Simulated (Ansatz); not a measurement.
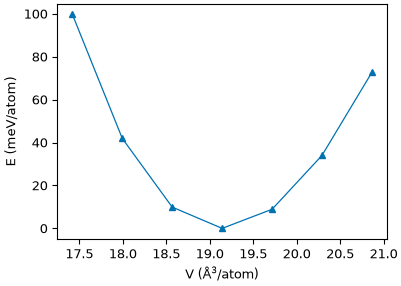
Figure: ZrPt in space group Cmcm (No. 63; Zr on 4c, Pt on 4c) under volume change, DFT-r²SCAN in the program Ansatz with PAW potentials, shape and atoms relaxed at each volume.

**Question.** What does a third-order Birch–Murnaghan fit give for V₀, B₀ and B′?

**Answer.** V₀ = 19.14 Å³/atom, B₀ = 174 GPa, B′ = 4.3.

The workflow started from a Materials Project entry (that database holds measured and hypothetical structures alike); the Crystallography Open Database copy checked does not list it. COD files the formula under space group No. 221, so this cell is another polymorph or a model. Its standing as an ambient phase is unchecked. The r²SCAN relaxation kept the symmetry of its start; whether a distortion lowers the energy is not shown. The run is not spin-polarised. Scalar-relativistic: spin–orbit coupling is off unless named, which matters more the heavier the elements.

Potentials: the later of the program's two PAW sets.
